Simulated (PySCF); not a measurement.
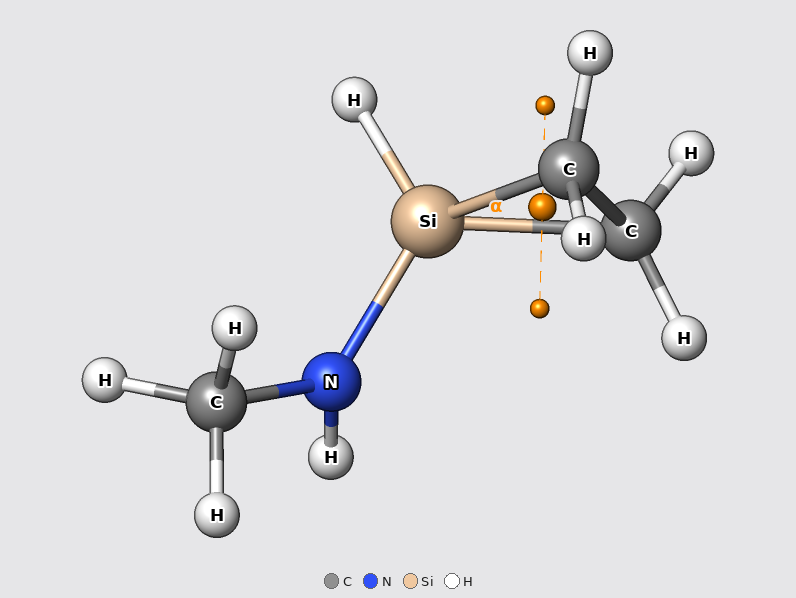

The small points mark where nucleus-independent chemical shifts (NICS) were computed: at the centre of each lettered ring and 1 Å above and below it. The computed structure is the end point of a PBE0-D3(BJ)/def2-SVP optimisation. No frequency run is at hand to confirm it as a minimum. Properties computed with GIAO PBE0/IGLO-III NMR shielding, non-relativistic, gas phase (PySCF 2.14.0).

Give NICS(0), NICS(1) and the out-of-plane component NICS(1)zz for each ring (means of the two sides).

```json
{"ring": "α", "members": "C2Si", "NICS(0)": "−23.9", "NICS(1)": "−7.1", "NICS(1)zz": "−14.9"}
```

Values in ppm.
